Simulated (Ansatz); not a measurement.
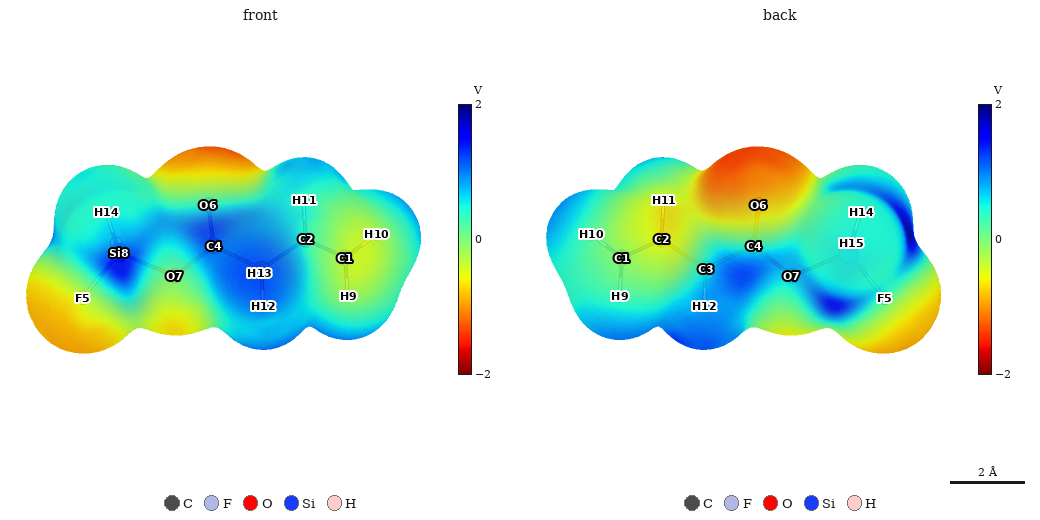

*C4H7FO2Si (SMILES C=CCC(=O)O[SiH2]F). The electrostatic potential painted on the density surface at 0.002 e/bohr³, seen from the front and from behind; red is negative and blue positive.*

Geometry: B3LYP-D3(BJ)/def2-SVP.

The calculation used isolated molecule in a Gaussian basis; Kohn-Sham density functional theory, functional PBE0 in Ansatz.

```xyz
15

C    -0.5812   -0.0301   -2.0073
C    -0.2348    1.1505   -1.4920
C     0.3096    1.3433   -0.1077
C    -0.3604    2.4632    0.6541
F    -0.0408    3.4898    4.3587
O    -1.1236    3.2785    0.1884
O    -0.0038    2.5011    1.9517
Si   -0.6822    3.7531    2.8961
H    -0.4987   -0.9566   -1.4291
H    -0.9612   -0.1157   -3.0286
H    -0.3429    2.0618   -2.0895
H     0.2510    0.4243    0.4965
H     1.3849    1.6069   -0.1387
H    -0.2164    5.0702    2.4185
H    -2.1458    3.5894    2.9968
```

Describe the electrostatic potential map.

Answer. The most negative region (about −1.4 V, or −32 kcal/mol for a unit charge) lies over O6, the most positive (about +1.8 V, or +42 kcal/mol for a unit charge) over Si8. O6 is the likeliest acceptor of a hydrogen bond.
